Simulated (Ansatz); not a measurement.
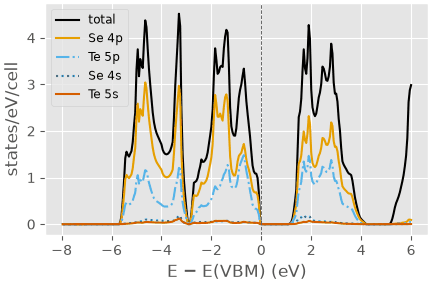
Total and projected density of states of TeSe2 in space group C2 (No. 5; Te on 2b, Se on 4c), plane-wave PAW r²SCAN (Ansatz code)

Q: Which orbitals carry the states next to the gap?

A: Top 1 eV of the valence band: Se 4p 55 %, Te 5p 41 %. Bottom 1 eV of the conduction band: Se 4p 54 %, Te 5p 34 %, outside the projected shells 5 %. Projections are on Löwdin-orthogonalised atomic valence shells; empty p or d shells of many metals are not among them.

Q: Where is the tallest occupied peak in this window, and what makes it?

A: Near -3.3 eV, about 4.5 states/eV per cell; the largest projected share is Se 4p.

The first step of the workflow began from a Materials Project structure, measured or hypothetical; the Crystallography Open Database copy checked does not list it. Its standing as an ambient phase is unchecked. The cell was relaxed with r²SCAN under the symmetry of its start; whether a distortion lowers the energy is not shown. A crystal of weakly bound chains computed without a dispersion correction: the cell and the soft elastic constants depend strongly on that. Scalar-relativistic: spin–orbit coupling is off unless named, which matters more the heavier the elements.

Potentials: the later of the program's two PAW sets.
